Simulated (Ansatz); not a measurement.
# C2H4OSi (SMILES OC#C[SiH3]): levels of theory compared

Wanted: a comparison of 6 runs (HF/STO-3G, HF/3-21G, B2PLYP/cc-pVDZ, BLYP/cc-pVDZ, PBE0/cc-pVDZ, wB97X/cc-pVDZ) of C2H4OSi. 

Program for the calculation: Ansatz 0.2.0.

73 further runs of the same task are left out: 73 set aside as unsound or not needed. Runs told in other sessions of the task aren't counted.

### 1 The system as given

C2H4OSi: 8 atoms, total charge 0, spin state singlet. As SMILES, `OC#C[SiH3]`. One bond was lengthened or shortened from a relaxed shape.

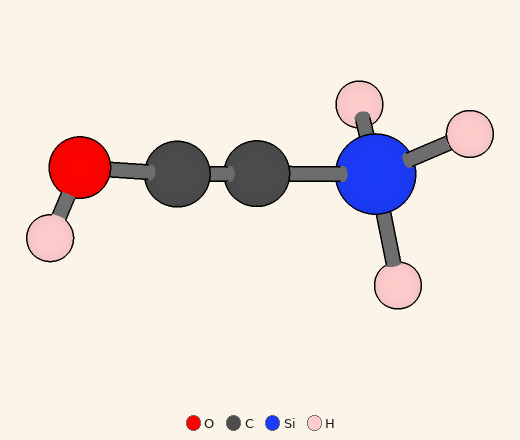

Viewed from a chosen angle; oxygen red, carbon dark grey, silicon blue, hydrogen pink.

### 2 The energy at HF/STO-3G (run 1)

job.yaml

```yaml
crystal:
  periodic: [false, false, false]
  atoms:
    - {symbol: O, position_ang: [2.758970, 0.993654, 0.521855]}
    - {symbol: C, position_ang: [1.380900, 0.489600, 0.263100]}
    - {symbol: C, position_ang: [0.263000, 0.053700, 0.119800]}
    - {symbol: Si, position_ang: [-1.409600, -0.594800, -0.108400]}
    - {symbol: H, position_ang: [3.100570, 1.460154, -0.250945]}
    - {symbol: H, position_ang: [-2.349500, 0.046300, 0.846200]}
    - {symbol: H, position_ang: [-1.863400, -0.311200, -1.494000]}
    - {symbol: H, position_ang: [-1.429300, -2.063000, 0.114200]}
basis:
  gaussian:
    orbitals: STO-3G
hamiltonian:
  xc: hf
accuracy: high
output: {orbitals: {seedname: orbitals}}
```

Run with:

```sh
$ ansatz run job.yaml --threads 1 --pin off --max-ram 2610MiB --events-out events.jsonl --progress --plain --runs-dir runs
```

The program printed:

```text
Warning: RAYON_NUM_THREADS=1 ignored (pool sized by the plan → 1); use --threads N
Functional definition: HF
  name "HF"
  exchange = exact_x
  correlation = 0
521 factors; integrals over basis functions are off by at most 3.2e-8 eV
mean field evaluation 1: about -11875.6482 eV, gradient 1.9e1 eV
mean field evaluation 2: about -11875.7007 eV, gradient 1.9e1 eV
mean field evaluation 4: about -11877.0319 eV, gradient 3.3e0 eV
mean field evaluation 8: about -11877.0694 eV, gradient 5.4e-2 eV
mean field -11877.06946961 eV, -436.4742524412 hartree, gradient 9.5e-8 eV, S^2 0.000000; 0 other end points of the search recorded, 0 dependent functions left out
reference -11877.06946961 eV, -436.4742524412 hartree; 19, 19 occupied and 9, 9 virtual orbitals, 521 factors
Total energy: -11877.06946961 eV, -436.4742524412 hartree
```

It took 0.2 s on 1 thread of Arm Neoverse V1, shared host.

### 3 A single-point energy at HF/3-21G (run 2)

input.yaml

```yaml
crystal:
  periodic: [false, false, false]
  atoms:
    - symbol: O
      position_ang: [2.758970, 0.993654, 0.521855]
    - symbol: C
      position_ang: [1.380900, 0.489600, 0.263100]
    - symbol: C
      position_ang: [0.263000, 0.053700, 0.119800]
    - symbol: Si
      position_ang: [-1.409600, -0.594800, -0.108400]
    - symbol: H
      position_ang: [3.100570, 1.460154, -0.250945]
    - symbol: H
      position_ang: [-2.349500, 0.046300, 0.846200]
    - symbol: H
      position_ang: [-1.863400, -0.311200, -1.494000]
    - symbol: H
      position_ang: [-1.429300, -2.063000, 0.114200]
basis:
  gaussian:
    orbitals: 3-21G.json
output:
  orbitals: {seedname: orbitals}
hamiltonian:
  xc: hf
accuracy: high
```

The basis set 3-21G is read from a file made from the Basis Set Exchange's data (not shown).

Run with:

```sh
$ ansatz run input.yaml --threads 1 --pin off --max-ram 2610MiB --events-out events.jsonl --progress --plain --runs-dir runs
```

The program printed:

```text
Warning: RAYON_NUM_THREADS=1 ignored (pool sized by the plan → 1); use --threads N
[... 4 set-up lines as earlier in the session ...]
1042 factors; integrals over basis functions are off by at most 4.7e-9 eV
mean field evaluation 1: about -11953.7544 eV, gradient 2.5e1 eV
mean field evaluation 2: about -11954.1121 eV, gradient 2.6e1 eV
mean field evaluation 4: about -11955.9764 eV, gradient 3.7e0 eV
mean field evaluation 8: about -11956.0330 eV, gradient 1.2e-1 eV
mean field evaluation 16: about -11956.0331 eV, gradient 3.7e-8 eV
mean field -11956.03308579 eV, -439.3761118126 hartree, gradient 3.7e-8 eV, S^2 0.000000; 0 other end points of the search recorded, 0 dependent functions left out
reference -11956.03308579 eV, -439.3761118126 hartree; 19, 19 occupied and 29, 29 virtual orbitals, 1042 factors
Total energy: -11956.03308579 eV, -439.3761118126 hartree
```

Run time: 0.46 s. Hardware: 1 thread of Arm Neoverse V1, shared host; peak memory 0.096 GiB.

Runs 3 to 4 aren't shown in full; the table further down has their settings and results.

### 4 A single-point energy at PBE0/cc-pVDZ (run 5)

in.yaml

```yaml
crystal:
  periodic: [false, false, false]
  atoms:
    - {symbol: O, position_ang: [2.758970, 0.993654, 0.521855]}
    - {symbol: C, position_ang: [1.380900, 0.489600, 0.263100]}
    - {symbol: C, position_ang: [0.263000, 0.053700, 0.119800]}
    - {symbol: Si, position_ang: [-1.409600, -0.594800, -0.108400]}
    - {symbol: H, position_ang: [3.100570, 1.460154, -0.250945]}
    - {symbol: H, position_ang: [-2.349500, 0.046300, 0.846200]}
    - {symbol: H, position_ang: [-1.863400, -0.311200, -1.494000]}
    - {symbol: H, position_ang: [-1.429300, -2.063000, 0.114200]}
basis:
  gaussian:
    orbitals: cc-pVDZ
hamiltonian:
  xc: pbe0
accuracy: high
output: {orbitals: {seedname: orbitals}}
```

Run with:

```sh
$ ansatz run in.yaml --threads 1 --pin off --max-ram 2610MiB --events-out events.jsonl --progress --plain --runs-dir runs
```

The program printed:

```text
Warning: RAYON_NUM_THREADS=1 ignored (pool sized by the plan → 1); use --threads N
Functional definition: PBE0
  name "PBE0"
  parameter a = 0.25
  parameter kappa = 0.804
  parameter beta = 0.06672455060314922
  exchange = (1 - a)*pbe_x(kappa = kappa, mu = beta*pi^2/3) + a*exact_x
  correlation = pbe_c(beta = beta)
1777 factors; integrals over basis functions are off by at most 3.7e-9 eV
mean field evaluation 1: about -12048.9044 eV, gradient 4.0e1 eV
mean field evaluation 2: about -12046.6578 eV, gradient 5.0e1 eV
mean field evaluation 4: about -12052.5723 eV, gradient 2.1e0 eV
mean field evaluation 8: about -12052.7642 eV, gradient 3.4e-1 eV
mean field evaluation 16: about -12052.7645 eV, gradient 1.6e-5 eV
mean field -12052.76445993 eV, -442.9309242453 hartree, gradient 9.8e-8 eV, S^2 0.000000; 0 other end points of the search recorded, 0 dependent functions left out
reference -12052.76446244 eV, -442.9309243374 hartree; 19, 19 occupied and 61, 61 virtual orbitals, 1777 factors
Total energy: -12052.76446244 eV, -442.9309243374 hartree
```

Run time: 6 s. Hardware: 1 thread of Arm Neoverse V1, shared host; peak memory 0.24 GiB.

### 5 The energy at wB97X/cc-pVDZ (run 6)

input.yaml

```yaml
crystal:
  periodic: [false, false, false]
  atoms:
    - {symbol: O, position_ang: [2.758970, 0.993654, 0.521855]}
    - {symbol: C, position_ang: [1.380900, 0.489600, 0.263100]}
    - {symbol: C, position_ang: [0.263000, 0.053700, 0.119800]}
    - {symbol: Si, position_ang: [-1.409600, -0.594800, -0.108400]}
    - {symbol: H, position_ang: [3.100570, 1.460154, -0.250945]}
    - {symbol: H, position_ang: [-2.349500, 0.046300, 0.846200]}
    - {symbol: H, position_ang: [-1.863400, -0.311200, -1.494000]}
    - {symbol: H, position_ang: [-1.429300, -2.063000, 0.114200]}
basis:
  gaussian:
    orbitals: cc-pVDZ
hamiltonian:
  xc: {name: wB97X}
accuracy: high
output: {orbitals: {seedname: orbitals}}
```

Run with:

```sh
$ ansatz run input.yaml --threads 1 --pin off --max-ram 2610MiB --events-out events.jsonl --progress --plain --runs-dir runs
```

The program printed (excerpt; [...] marks lines left out):

```text
Warning: RAYON_NUM_THREADS=1 ignored (pool sized by the plan → 1); use --threads N
Functional definition: wB97X
  name "wB97X"
[...]
      + exact_x_lr(omega)
[...]
      + integral(e_c_pw_opposite_spin*poly(b97_u_opposite, 1, cos1, cos2, cos3, cos4))
1777 factors; integrals over basis functions are off by at most 3.7e-9 eV
359 factors; integrals over basis functions are off by at most 2.0e-9 eV
[...]
mean field -12059.60475213 eV, -443.1823003470 hartree, gradient 2.4e-8 eV, S^2 0.000000; 0 other end points of the search recorded, 0 dependent functions left out
reference -12059.60474916 eV, -443.1823002381 hartree; 19, 19 occupied and 61, 61 virtual orbitals, 1777 factors
Total energy: -12059.60474916 eV, -443.1823002381 hartree
```

Run time: 23 s. Hardware: 1 thread of Arm Neoverse V1, shared host; peak memory 0.42 GiB.

### 6 All runs side by side

| run | level | frozen core orbitals | energy (Eh) | HOMO energy (eV) | LUMO energy (eV) | HOMO–LUMO gap (eV) | wall time |
| --- | --- | --- | --- | --- | --- | --- | --- |
| 1 | HF/STO-3G | – | -436.474252 | -8.11 | 10.12 | 18.23 | 0.2 s |
| 2 | HF/3-21G | – | -439.376112 | -10.67 | 4.25 | 14.91 | 0.46 s |
| 3 | B2PLYP/cc-pVDZ | 8 | -442.957589 | -8.75 | 1.72 | 10.47 | 9.3 s |
| 4 | BLYP/cc-pVDZ | – | -443.183369 | -6.07 | -0.69 | 5.38 | 4.8 s |
| 5 | PBE0/cc-pVDZ | – | -442.930924 | -7.64 | 0.31 | 7.96 | 6 s |
| 6 | wB97X/cc-pVDZ | – | -443.182300 | -10.01 | 2.50 | 12.51 | 23 s |

### 7 What came out

| quantity | value |
| --- | --- |
| run 6: total energy | -443.18230 Eh |
| run 6: HOMO energy | -10.01 eV |
| run 6: LUMO energy | 2.50 eV |
| run 6: HOMO–LUMO gap | 12.51 eV |

What this shows: The HOMO–LUMO gap runs from 5.38 eV (BLYP/cc-pVDZ) to 18.23 eV (HF/STO-3G). The two ends differ in method and basis. Totals of different functionals can't be ranked against each other. In run 1 the basis is minimal, so the values are rough. All runs together took 44 s, the longest 23 s.
